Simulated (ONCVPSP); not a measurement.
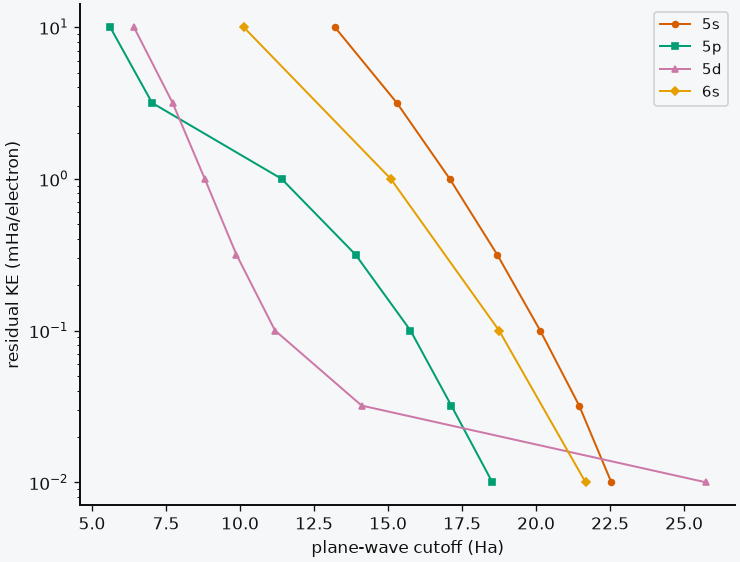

Figure 1. Residual kinetic energy of the pseudo-waves (the first of each channel, and further valence shells) beyond the plane-wave cutoff, as the generator prints it.

- Cutoffs for the occupied states: 17 Ha for 1 mHa and 20 Ha for 0.1 mHa per electron. The first is set by 5s.
- Cutoffs for 1 mHa per electron: 5s: 17 Ha; 6s: 15 Ha; 5p: 11 Ha; 5d: 8.8 Ha.

Run report: Dy, pseudopotential generation

- system: dysprosium (Dy, Z = 66), core [Kr] 4d10 4f9, reference valence 5s2 5p6 5d1 6s1.5 (an ion of charge +0.5), valence charge 11.
- method: ONCV potential, PBE, scalar-relativistic, made with ONCVPSP 4.0.1

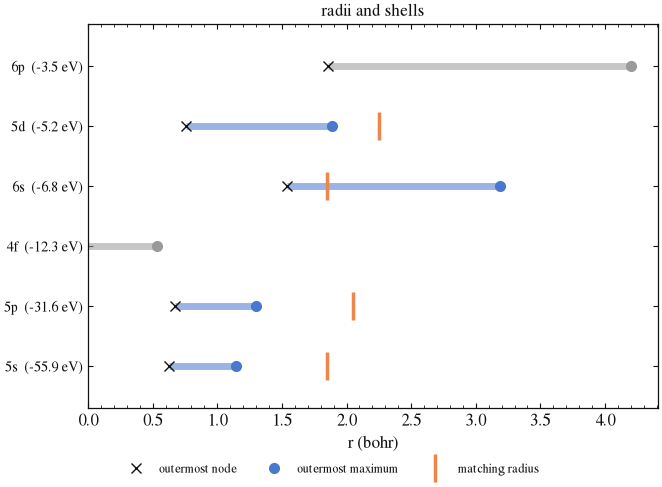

Figure 2. Outer shells of the all-electron reference atom: each bar runs from the outermost node (or the nucleus) to the outermost maximum of u(r); the tick is the radius chosen for the pseudo-wave. Shells without a tick have no pseudo-wave of their own. Levels, nodes and maxima are from ld1.x, scalar-relativistic.

- Radii against the shells: 5s: 1.85 bohr, outside the maximum; 5p: 2.05 bohr, outside the maximum; 6s: 1.85 bohr, between node and maximum; 5d: 2.25 bohr, outside the maximum.

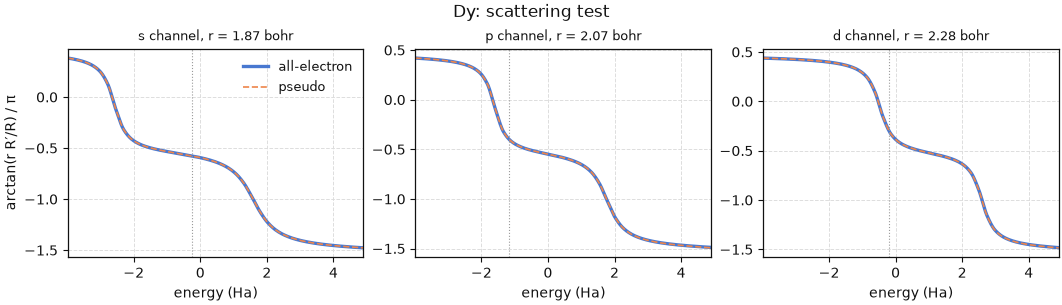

Figure 3. Unwrapped phase arctan(r R′/R) in units of π against energy, all-electron (solid) and pseudo (dashed); the pseudo phase is matched to the all-electron one at the reference energy. Here R(r) is the radial function. The dotted line marks the reference energy of the channel. Not drawn: f: not judged.

- Range over which the phases agree within 0.05 rad: s: over the whole range drawn; p: over the whole range drawn; d: over the whole range drawn.
- Poles, where the radial function vanishes at the test radius: s: all-electron at -1.5 Ha, pseudo at -1.5 Ha; p: all-electron at -0.6 Ha, pseudo at -0.6 Ha; d: all-electron at 0.7 Ha, pseudo at 0.7 Ha.

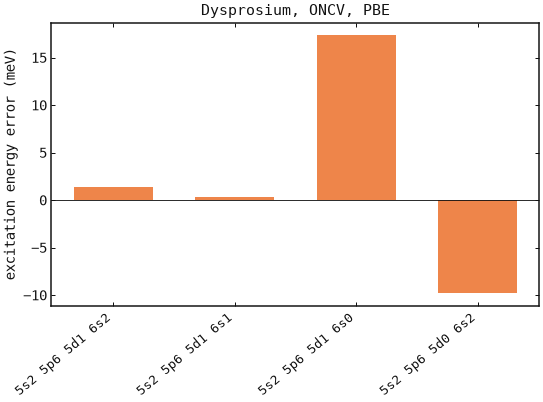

Figure 4. Errors, all-electron minus pseudo, of the energies of valence configurations relative to the unpolarised reference 5s2 5p6 5d1 6s1.5.

- Worst configuration: 5s2 5p6 5d1 6s0 (charge +2): the error is +17 meV on an all-electron energy of +16.51 eV relative to the reference, or 0.1 %.
- Errors in meV: 5s2 5p6 5d1 6s2: +1.4; 5s2 5p6 5d1 6s1: +0.3; 5s2 5p6 5d1 6s0: +17; 5s2 5p6 5d0 6s2: -9.8.
- Configurations within 10 meV and within 50 meV: 3 and 4 of 4.

Input and output of the run follow.

### Input
```
# ATOM AND REFERENCE CONFIGURATION
# atsym  z   nc   nv     iexc    psfile
  Dy 66.00   10    4        4      upf
#
#   n    l    f
    1    0    2.00
    2    0    2.00
    2    1    6.00
    3    0    2.00
    3    1    6.00
    3    2   10.00
    4    0    2.00
    4    1    6.00
    4    2   10.00
    4    3    9.00
    5    0    2.00
    5    1    6.00
    5    2    1.00
    6    0    1.50
#
# PSEUDOPOTENTIAL AND OPTIMIZATION
# lmax
    2
#
#   l,   rc,      ep,       ncon, nbas, qcut
    0    1.85    0.00    3    7    7.20
    1    2.05    0.00    3    6    6.50
    2    2.25    0.00    5   10    4.70
#
# LOCAL POTENTIAL
# lloc, lpopt,  rc(5),   dvloc0
    4    5    1.25    0.00
#
# VANDERBILT-KLEINMAN-BYLANDER PROJECTORs
# l, nproj, debl
    0    3    3.60
    1    2    2.80
    2    2    1.80
#
# MODEL CORE CHARGE
# icmod, fcfact, rcfact
    0    0.00    0.00
#
# LOG DERIVATIVE ANALYSIS
# epsh1, epsh2, depsh
   -4.00    5.00    0.02
#
# OUTPUT GRID
# rlmax, drl
    6.00    0.01
#
# TEST CONFIGURATIONS
# ncnf
    4
# nvcnf
#   n    l    f
    4
    5    0    2.00
    5    1    6.00
    5    2    1.00
    6    0    2.00
#
    4
    5    0    2.00
    5    1    6.00
    5    2    1.00
    6    0    1.00
#
    4
    5    0    2.00
    5    1    6.00
    5    2    1.00
    6    0    0.00
#
    4
    5    0    2.00
    5    1    6.00
    5    2    0.00
    6    0    2.00
#
```

Command:
```bash
oncvpsp.x < Dy.dat > Dy.out
```

### The program's output (extracts)
```
ONCVPSP  (Optimized Norm-Conservinng Vanderbilt PSeudopotential)
scalar-relativistic version 4.0.1

#   n    l    f        energy (Ha)
    1    0    2.00    -1.9724264E+03
    2    0    2.00    -3.2876404E+02
    2    1    6.00    -2.9172237E+02
    3    0    2.00    -7.3495842E+01
    3    1    6.00    -6.2126998E+01
    3    2   10.00    -4.7516200E+01
    4    0    2.00    -1.4844121E+01
    4    1    6.00    -1.1097208E+01
    4    2   10.00    -5.9955739E+00
    4    3    9.00    -4.5031388E-01
    5    0    2.00    -2.0541909E+00
    5    1    6.00    -1.1605910E+00
    5    2    1.00    -1.8957658E-01
    6    0    1.50    -2.5045508E-01

Reference configufation results
  iterations    33
  all-electron total energy (Ha)   -1.21569927D+04

Begin loop to  construct optimized pseudo wave functions
and semi-local pseudopoentials for all angular momenta

   Wellstate for l =  0  n =  8
     eigenvalue =   3.3495
     asymptotic potential =   3.8495
     half-point radius =  3.5257

Calculating optimized projector #   1

 for l=   0

    Fraction of norm inside rc  0.901129
    Optimizing pswf for qcut=   7.19 a_B^-1,  ecut=  25.87 Ha
    Residual kinetic energy error=  5.05D-07 Ha

    Energy error per electron        Cutoff
         Ha          eV             Ha
         0.01000     0.27211       13.20
         0.00100     0.02721       17.08
         0.00010     0.00272       20.14
         0.00001     0.00027       22.54

Calculating optimized projector #   2

 for l=   0

    Fraction of norm inside rc  0.047882
    Optimizing pswf for qcut=   7.19 a_B^-1,  ecut=  25.87 Ha
    Residual kinetic energy error=  1.45D-07 Ha

    Energy error per electron        Cutoff
         Ha          eV             Ha
         0.01000     0.27211       10.12
         0.00100     0.02721       15.09
         0.00010     0.00272       18.75
         0.00001     0.00027       21.67

Calculating optimized projector #   3

 for l=   0

    Fraction of norm inside rc  0.099415
    Optimizing pswf for qcut=   7.19 a_B^-1,  ecut=  25.87 Ha
    Residual kinetic energy error=  5.87D-06 Ha

    Energy error per electron        Cutoff
         Ha          eV             Ha
         0.01000     0.27211       15.03
         0.00100     0.02721       19.47
         0.00010     0.00272       22.65
         0.00001     0.00027       26.02

   Wellstate for l =  1  n =  7
     eigenvalue =   1.6394
     asymptotic potential =   2.1394
     half-point radius =  3.7039

Calculating optimized projector #   1

 for l=   1

    Fraction of norm inside rc  0.852948
    Optimizing pswf for qcut=   6.50 a_B^-1,  ecut=  21.11 Ha
    Residual kinetic energy error=  1.43D-06 Ha

    Energy error per electron        Cutoff
         Ha          eV             Ha
         0.01000     0.27211        5.61
         0.00100     0.02721       11.40
         0.00010     0.00272       15.76
         0.00001     0.00027       18.52

Calculating optimized projector #   2

 for l=   1

    Fraction of norm inside rc  0.126391
    Optimizing pswf for qcut=   6.50 a_B^-1,  ecut=  21.11 Ha
    Residual kinetic energy error=  7.26D-06 Ha

    Energy error per electron        Cutoff
         Ha          eV             Ha
         0.01000     0.27211        6.07
         0.00100     0.02721       13.72
         0.00010     0.00272       17.97
         0.00001     0.00027       20.70

   Wellstate for l =  2  n =  7
     eigenvalue =   1.6104
     asymptotic potential =   2.1104
     half-point radius =  4.4834

Calculating optimized projector #   1

 for l=   2

    Fraction of norm inside rc  0.439693
    Optimizing pswf for qcut=   4.70 a_B^-1,  ecut=  11.03 Ha
    Residual kinetic energy error=  8.53D-05 Ha

    Energy error per electron        Cutoff
         Ha          eV             Ha
         0.01000     0.27211        6.42
         0.00100     0.02721        8.81
         0.00010     0.00272       11.18
         0.00001     0.00027       25.73

Calculating optimized projector #   2

 for l=   2

    Fraction of norm inside rc  0.126509
    Optimizing pswf for qcut=   4.70 a_B^-1,  ecut=  11.03 Ha
    Residual kinetic energy error=  4.66D-04 Ha

    Energy error per electron        Cutoff
         Ha          eV             Ha
         0.01000     0.27211        7.95
         0.00100     0.02721       10.36
         0.00010     0.00272       12.41
         0.00001     0.00027       20.83

Construct Vanderbilt / Kleinmman-Bylander projectors

B matrix Hermiticity error, ll=   0
   1   2    1.7106E-04
   1   3    6.1244E-04
   2   3   -1.5335E-04

  Orthonormal projector coefficients  1.5042E+01  2.5658E+00  2.3171E-01

B matrix Hermiticity error, ll=   1
   1   2   -3.0758E-04

  Orthonormal projector coefficients  7.8039E+00  1.0530E+00

B matrix Hermiticity error, ll=   2
   1   2   -1.1151E-04

  Orthonormal projector coefficients  5.0153E+00  5.8913E-01

Pseudoatom total energy  -38.104204

Diagnostic tests using Vanderbilt-Kleinman-Bylander pseudopotentials
  1 or more projectors used as specified by nproj input data

   l    rcore       rmatch      e in        delta e   norm test  slope test

   0   1.8519876   1.9082180  -2.0541909   0.0000020   1.0001560   1.0001568
   0   1.8519876   1.9082180  -0.2504551   0.0000032   1.0000424   1.0000343
   0   1.8519876   1.9082180   3.3495449   0.0000671   1.0003839   1.0003839

   1   2.0502355   2.1124851  -1.1605910   0.0000012   1.0000953   1.0001045
   1   2.0502355   2.1124851   1.6394090   0.0000740   1.0002243   1.0002243

   2   2.2561681   2.3246702  -0.1895766   0.0000009   1.0000330   1.0000374
   2   2.2561681   2.3246702   1.6104234   0.0000177   1.0002188   1.0002188

 Testing for bound ghosts
   n   l    E NL Schr. Eq   E Basis Diag.   E Cutoff

   1   0       -2.054189       -2.054189     76.92
   2   0       -0.250452       -0.192393     76.92

   2   1       -1.160590       -1.160581     37.01

   3   2       -0.189576       -0.184618    108.73

 Testing for highly-localized positive-energy ghosts
       l    <radius>/rc     E Basis Diag.   E Cutoff

       0        0.168378        5.100295     76.92  WARNING - GHOST(+)

Test configuration 0

   n   l     f        eae           eps        diff
   1   0  2.0000-1972.42638429
   2   0  2.0000 -328.76403620
   2   1  6.0000 -291.72237073
   3   0  2.0000  -73.49584249
   3   1  6.0000  -62.12699759
   3   2 10.0000  -47.51620010
   4   0  2.0000  -14.84412090
   4   1  6.0000  -11.09720796
   4   2 10.0000   -5.99557394
   4   3  9.0000   -0.45031388
   5   0  2.0000   -2.05419095   -2.05418894    2.01D-06
   5   1  6.0000   -1.16059095   -1.16058971    1.24D-06
   5   2  1.0000   -0.18957658   -0.18957564    9.41D-07
   6   0  1.5000   -0.25045508   -0.25045191    3.18D-06

    Total energies and differences
      AE_ref= -1.21569927D+04  AE_tst= -1.21569927D+04  dif=  0.00D+00
      PS_ref= -3.81042042D+01  PS_tst= -3.81042042D+01  dif=  0.00D+00
      PSP excitation error=  0.00D+00

Test configuration 1

   n   l     f        eae           eps        diff
   1   0  2.0000-1972.31306183
   2   0  2.0000 -328.65124697
   2   1  6.0000 -291.60955223
   3   0  2.0000  -73.38315823
   3   1  6.0000  -62.01431015
   3   2 10.0000  -47.40352495
   4   0  2.0000  -14.73139987
   4   1  6.0000  -10.98448460
   4   2 10.0000   -5.88287181
   4   3  9.0000   -0.33765918
   5   0  2.0000   -1.94143320   -1.94091687    5.16D-04
   5   1  6.0000   -1.04778150   -1.04736279    4.19D-04
   5   2  1.0000   -0.08496526   -0.08490144    6.38D-05
   6   0  2.0000   -0.15673084   -0.15681474   -8.39D-05

    Total energies and differences
      AE_ref= -1.21569927D+04  AE_tst= -1.21570942D+04  dif= -1.01D-01
      PS_ref= -3.81042042D+01  PS_tst= -3.82057308D+01  dif= -1.02D-01
      PSP excitation error=  5.15D-05

Test configuration 2

   n   l     f        eae           eps        diff
   1   0  2.0000-1972.55180775
   2   0  2.0000 -328.88878848
   2   1  6.0000 -291.84716475
   3   0  2.0000  -73.62034572
   3   1  6.0000  -62.25150639
   3   2 10.0000  -47.64070970
   4   0  2.0000  -14.96869237
   4   1  6.0000  -11.22179512
   4   2 10.0000   -6.12015467
   4   3  9.0000   -0.57480311
   5   0  2.0000   -2.17882168   -2.17965600   -8.34D-04
   5   1  6.0000   -1.28496750   -1.28561836   -6.51D-04
   5   2  1.0000   -0.30394744   -0.30402095   -7.35D-05
   6   0  1.0000   -0.35041198   -0.35016455    2.47D-04

    Total energies and differences
      AE_ref= -1.21569927D+04  AE_tst= -1.21568427D+04  dif=  1.50D-01
      PS_ref= -3.81042042D+01  PS_tst= -3.79542735D+01  dif=  1.50D-01
      PSP excitation error=  1.12D-05

Test configuration 3

   n   l     f        eae           eps        diff
   1   0  2.0000-1972.83381543
   2   0  2.0000 -329.16900060
   2   1  6.0000 -292.12749999
   3   0  2.0000  -73.89958957
   3   1  6.0000  -62.53076909
   3   2 10.0000  -47.92001702
   4   0  2.0000  -15.24818493
   4   1  6.0000  -11.50136300
   4   2 10.0000   -6.39975819
   4   3  9.0000   -0.85403419
   5   0  2.0000   -2.45831373   -2.46182838   -3.51D-03
   5   1  6.0000   -1.56267910   -1.56531121   -2.63D-03
   5   2  1.0000   -0.55771332   -0.55793620   -2.23D-04

    Total energies and differences
      AE_ref= -1.21569927D+04  AE_tst= -1.21563859D+04  dif=  6.07D-01
      PS_ref= -3.81042042D+01  PS_tst= -3.74980936D+01  dif=  6.06D-01
      PSP excitation error=  6.37D-04

Test configuration 4

   n   l     f        eae           eps        diff
   1   0  2.0000-1972.63351961
   2   0  2.0000 -328.97395606
   2   1  6.0000 -291.93227152
   3   0  2.0000  -73.70342216
   3   1  6.0000  -62.33460160
   3   2 10.0000  -47.72426506
   4   0  2.0000  -15.05216015
   4   1  6.0000  -11.30557861
   4   2 10.0000   -6.20459398
   4   3  9.0000   -0.65913670
   5   0  2.0000   -2.26373487   -2.26829263   -4.56D-03
   5   1  6.0000   -1.36365455   -1.36707329   -3.42D-03
   6   0  2.0000   -0.38384635   -0.38445147   -6.05D-04

    Total energies and differences
      AE_ref= -1.21569927D+04  AE_tst= -1.21568794D+04  dif=  1.13D-01
      PS_ref= -3.81042042D+01  PS_tst= -3.79905865D+01  dif=  1.14D-01
      PSP excitation error= -3.60D-04
```

### Summary

- outcome: generated
- cutoffs needed: 17 Ha and 20 Ha (the cutoffs at which the residual kinetic energy of the hardest occupied pseudo-wave falls to 1 and 0.1 mHa per electron)
- ghost test: no bound ghost flagged; GHOST(+) flagged for s at 138.8 eV
- largest excitation error: +17 meV (all-electron minus pseudo) for 5s2 5p6 5d1 6s0, out of 4 test configurations
- range over which the phases arctan(r R′/R) at the test radius agree within 0.05 rad (a looser test near the poles than one of phase shifts): s: over the whole range computed; p: over the whole range computed; d: over the whole range computed; f: not judged, local potential alone
- hardware: 1 CPU thread, shared host
- wall time: 6.4 s

### Remarks

The open f shell is frozen into the core, so the potential fits one valence alone and carries no f magnetism.
